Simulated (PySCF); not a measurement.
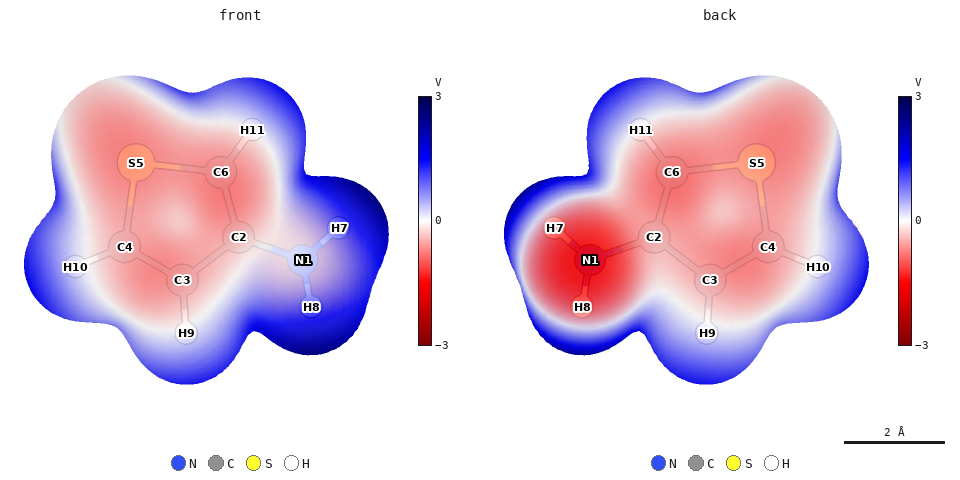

The picture shows: C$_{4}$H$_{5}$NS. The molecular electrostatic potential painted on the density surface at 0.004 e/bohr³, seen from the front and from behind; red is negative and blue positive.

Geometry: GFN2-xTB.

Method: CAM-B3LYP/def2-SVPD, SCF density, gas phase in PySCF 2.14.0.

```xyz
11

N    -1.7642   -0.4888    0.1383
C    -0.4709    0.0061    0.0634
C     0.6679   -0.8295   -0.1199
C     1.8339   -0.1421   -0.0774
S     1.5898    1.5371    0.1893
C    -0.1190    1.3129    0.2334
H    -2.4869    0.1992   -0.0077
H    -1.9171   -1.3378   -0.3844
H     0.5999   -1.8922   -0.2715
H     2.8314   -0.5181   -0.1862
H    -0.7595    2.1559    0.3966
```

> Which sites attract a positive test charge, and which a negative one?

A positive charge is drawn to the negative regions and a negative charge to the positive ones. The most negative region (about −1.5 V, or −35 kcal/mol for a unit charge) lies over N1, the most positive (about +2.4 V, or +55 kcal/mol for a unit charge) over H7 and H8. N1 is the likeliest acceptor of a hydrogen bond.

> How polar is the molecule by this calculation?

Its dipole moment is 1.85 D.
